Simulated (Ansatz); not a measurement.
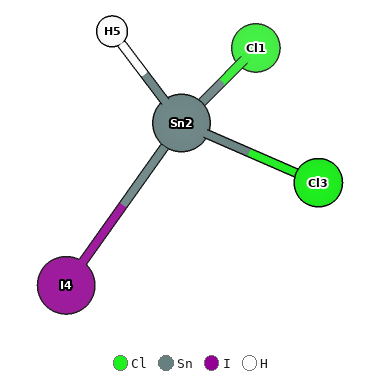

The system is Cl₂HISn (SMILES [Cl][SnH]([Cl])[I]) with the probe Li+; the picture shows it without the atoms that are moved over the map. The probe is moved over a plane parallel to the molecule's main plane, 1.93 Å above it. Coordinates scanned: (1) x of the probe's Li atom; (2) y of the probe's Li atom. Nothing is relaxed (molecule and probe rigid). The grid has 13 × 11 points; 122 points were computed and 3 follow by symmetry. At 18 points there is no value (left out of the scan, as a rule where atoms come close). All energies are given in eV relative to the lowest grid point. All numbers below come from Ansatz 0.2.0, RKS PBE-D4/def2-SVP.

Range: x of the probe's Li atom from −3.78 to 3.78 Å; y of the probe's Li atom from −3.15 to 3.15 Å.

Predict the map.

Answer. The lowest grid point is at x of the probe's Li atom = 1.89 Å, y of the probe's Li atom = 0.00 Å [nearest 2 Cl at 2.64 Å]. Higher local minima lie near x of the probe's Li atom = −0.63 Å, y of the probe's Li atom = 1.89 Å [nearest 1 Cl at 2.49 Å] (0.09 eV above the lowest at that grid point); x of the probe's Li atom = −0.63 Å, y of the probe's Li atom = −1.89 Å [nearest 1 Cl at 2.49 Å] (0.09 eV above the lowest at that grid point). The highest grid point, x of the probe's Li atom = −3.78 Å, y of the probe's Li atom = 0.00 Å [nearest 1 I at 2.18 Å], lies 1.19 eV above the lowest. Near the minimum the curvatures are about 0.089 and 0.68 eV/Å² along the soft and the stiff direction.

| y of the probe's Li atom ↓, x of the probe's Li atom → | −3.78 | −3.15 | −2.52 | −1.89 | −1.26 | −0.63 | 0.00 | 0.63 | 1.26 | 1.89 | 2.52 | 3.15 | 3.78 |
| --- | --- | --- | --- | --- | --- | --- | --- | --- | --- | --- | --- | --- | --- |
| 3.15 | 0.88 | 0.76 | 0.65 | 0.54 | 0.40 | 0.29 | 0.18 | 0.18 | 0.25 | 0.23 | 0.32 | 0.51 | 0.73 |
| 2.52 | 0.73 | 0.60 | 0.49 | 0.39 | 0.28 | 0.14 | 0.15 | 0.57 | – | 0.45 | 0.19 | 0.36 | 0.60 |
| 1.89 | 0.63 | 0.51 | 0.43 | 0.32 | 0.19 | 0.09 | 0.25 | – | – | 0.73 | 0.16 | 0.27 | 0.52 |
| 1.26 | 0.68 | 0.88 | 1.09 | 0.82 | 0.39 | 0.21 | 0.30 | 0.72 | – | 0.42 | 0.09 | 0.24 | 0.50 |
| 0.63 | 0.97 | – | – | – | 0.95 | 0.47 | 0.41 | 0.39 | 0.26 | 0.07 | 0.07 | 0.24 | 0.52 |
| 0.00 | 1.19 | – | – | – | – | 0.62 | 0.51 | 0.36 | 0.13 | 0.00 | 0.08 | 0.23 | 0.53 |
| −0.63 | 0.97 | – | – | – | 0.95 | 0.47 | 0.41 | 0.39 | 0.26 | 0.07 | 0.07 | 0.24 | 0.52 |
| −1.26 | 0.68 | 0.88 | 1.09 | 0.82 | 0.39 | 0.21 | 0.30 | 0.72 | – | 0.42 | 0.09 | 0.24 | 0.50 |
| −1.89 | 0.63 | 0.51 | 0.43 | 0.32 | 0.19 | 0.09 | 0.25 | – | – | 0.73 | 0.16 | 0.26 | 0.52 |
| −2.52 | 0.73 | 0.60 | 0.49 | 0.39 | 0.28 | 0.14 | 0.15 | 0.57 | – | 0.45 | 0.19 | 0.36 | 0.60 |
| −3.15 | 0.88 | 0.76 | 0.65 | 0.54 | 0.41 | 0.29 | 0.18 | 0.18 | 0.25 | 0.23 | 0.32 | 0.51 | 0.73 |

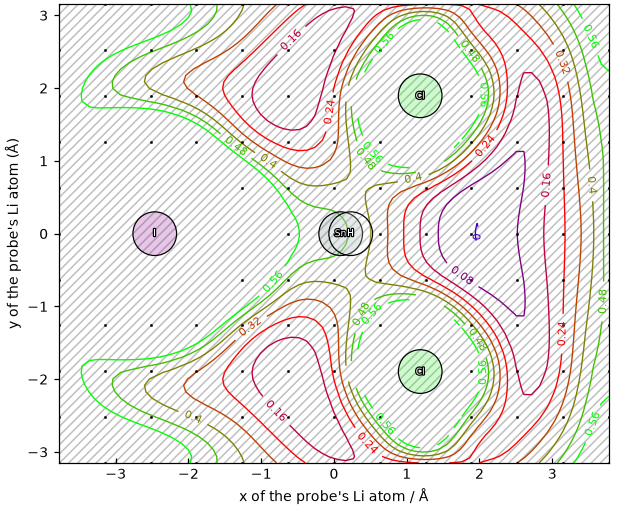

Drawn: contour lines labelled in eV (none above 0.56), dots at the grid points, labelled circles for the molecule's atoms, projected on the plane, hatched blanks where no value was computed. Between grid points the surface is interpolated.

Each point was launched as `ansatz run input.yaml --threads 1 --pin off --max-ram 2560MiB --backend cpu --events-out ev --progress --plain --runs-dir out`. Time for the 122 points that were run: 11 min on 1 thread of Arm Neoverse V1, with other jobs on the host.
